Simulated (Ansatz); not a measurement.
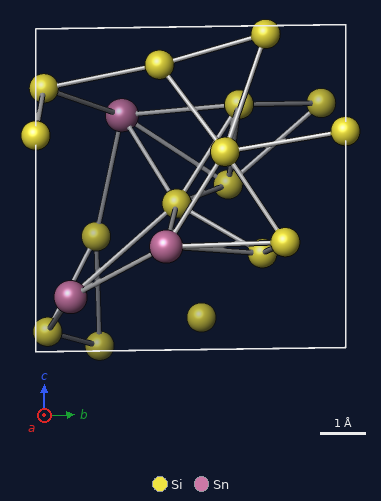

Starting frame of a dynamics run of an amorphous cell of composition Si5Sn (18 atoms in the cell). The picture is a ball-and-stick view of the simulation cell, seen along the a axis. Bonds to atoms that aren't drawn are left out.

Level of theory: DFT PBE, scalar-relativistic, plane waves, PAW (Ansatz 0.2.0).

Input file:
```yaml
crystal:
  lattice:
    - [7.520395, -0.085267, -0.025175]
    - [-0.085267, 6.925834, 0.049583]
    - [-0.025175, 0.049583, 7.217339]
  atoms:
    - { symbol: Si, position: [0.5435107941, 0.4542495122, 0.4530242161] }
    - { symbol: Si, position: [0.2623282757, 0.6204445403, 0.510142163] }
    - { symbol: Si, position: [0.2486838061, 0.5343764558, 0.0993815177] }
    - { symbol: Si, position: [0.8577811551, 0.7415896047, 0.9744909444] }
    - { symbol: Si, position: [0.8171253496, 0.3987024141, 0.883791131] }
    - { symbol: Si, position: [0.210591853, 0.1942828877, 0.3548145295] }
    - { symbol: Si, position: [0.705475704, 0.0256326503, 0.8157115033] }
    - { symbol: Si, position: [0.9135986699, 0.8051249984, 0.3288077513] }
    - { symbol: Si, position: [0.9665149261, 0.9990201418, 0.6698903795] }
    - { symbol: Si, position: [0.0238950562, 0.2056305737, 0.016071175] }
    - { symbol: Si, position: [0.5884228401, 0.7310819155, 0.2953223557] }
    - { symbol: Si, position: [0.2702766218, 0.0375037928, 0.0616925624] }
    - { symbol: Si, position: [0.8880081795, 0.6106165284, 0.61133974] }
    - { symbol: Si, position: [0.2999774753, 0.9207348633, 0.7582337001] }
    - { symbol: Si, position: [0.5433839062, 0.6557705686, 0.7572751011] }
    - { symbol: Sn, position: [0.8537142966, 0.4204772264, 0.3203869133] }
    - { symbol: Sn, position: [0.6278753575, 0.1119409086, 0.1679548332] }
    - { symbol: Sn, position: [0.3608816693, 0.277694708, 0.7289816031] }
  symmetry: { detect: false }
basis:
  ecutwfc: 320
  xc_grid: 1
kpoints:
  mp_grid: { grid: [1, 1, 1], shift: [0.25, 0.25, 0.25] }
hamiltonian:
  xc: pbe
scf:
  occupations: { method: fermi_dirac, width: 0.2585 }
  lower_state_search: "off"
  convergence: { dr2_threshold: 1.0e-05 }
output:
  forces: true
  stress: true
md:
  timestep: 3.0
  n_steps: 24
  ensemble: nvt_langevin
  friction: 0.03
  temperature: 3000.0
  initial_velocities: maxwell_boltzmann
  seed: 62278
```

Run as
```bash
ansatz run input.yaml --threads 2 --pin off --max-ram 5120MiB --backend cpu --events-out ev --progress --plain --runs-dir out
```

**Predict how the run goes.**

Over the second half the temperature averages 2562 K (spread ±275 K). The potential energy in the second half lies on average 0.6 meV per atom below the first frame. The mean pressure there is 3.6 GPa. Root-mean-square distances from the starting positions over the second half, with the common drift of all atoms taken out: Si 0.50 Å, Sn 0.25 Å. The run lasts only 72 fs, too short to tell vibration from diffusion.

Along the run:

```csv
time (fs),potential energy (meV/atom),T (K),p (GPa)
0.0,0.0,2833,2.5
6.0,-6.1,2461,2.1
12.0,-6.5,2487,2.1
18.0,12.8,2524,2.7
24.0,21.1,2160,2.7
30.0,9.6,2235,2.6
36.0,-5.7,2560,2.6
42.0,1.9,2766,3.4
48.0,12.9,2254,3.8
54.0,19.1,2188,4.3
60.0,4.0,2708,4.2
66.0,-5.0,2971,3.8
72.0,-47.0,2448,2.5
```

The paths of the atoms:

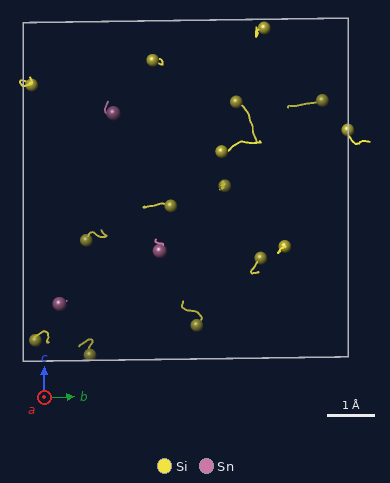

Limits of the set-up: the cutoff lies below the recommended one; the periodic images lie only 6.9 Å apart, so the values are limited by the cell's size.

The run took 2.6 min on 2 threads of AMD EPYC (Zen 3), with other jobs on the host, peak memory 0.43 GiB.
